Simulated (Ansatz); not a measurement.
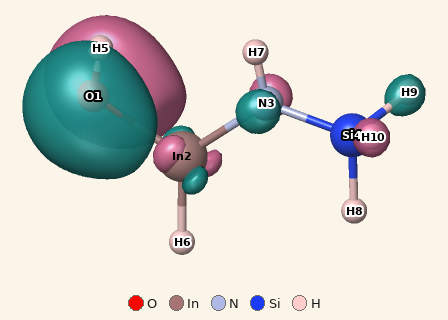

Figure. H6InNOSi (SMILES [OH][InH][NH][SiH3]). The HOMO−1 at ±0.08 Å⁻³ᐟ² (teal and pink are the two phases), seen at a tilt.

Geometry: PBE0-D4/def2-TZVP; core potentials replace the inner electrons of In.

These are results of RKS PBE0-D4/def2-TZVPP (Ansatz 0.2.0), not measurements.

Input

```
crystal:
  periodic: [false, false, false]
  atoms:
    - {symbol: O, position_ang: [-2.302644, 1.387592, 1.624312]}
    - {symbol: In, position_ang: [-1.524635, 0.487845, 0.035190]}
    - {symbol: N, position_ang: [0.421519, 0.000424, 0.322040]}
    - {symbol: Si, position_ang: [1.476026, -0.785964, -0.779526]}
    - {symbol: H, position_ang: [-1.683501, 1.494701, 2.349386]}
    - {symbol: H, position_ang: [-2.457659, 0.207101, -1.345779]}
    - {symbol: H, position_ang: [0.802730, 0.253492, 1.222748]}
    - {symbol: H, position_ang: [0.689485, -1.046891, -2.016771]}
    - {symbol: H, position_ang: [2.666185, 0.037579, -1.141029]}
    - {symbol: H, position_ang: [1.995693, -2.087179, -0.267372]}
basis:
  gaussian: {orbitals: def2-TZVPP}
hamiltonian: {xc: pbe0, dispersion: d4}
output: {orbitals: {seedname: orbitals}}
```

Command:

```sh
ansatz run in.yaml --threads 4 --pin off --events-out ev --progress --plain --max-ram 10444MiB
```

**What is the character of this orbital?**

Its weight (Hirshfeld) is mainly on O1 (about 80 %) and In2 (about 10 %); largely a lone pair of O1. Its energy is −8.51 eV.
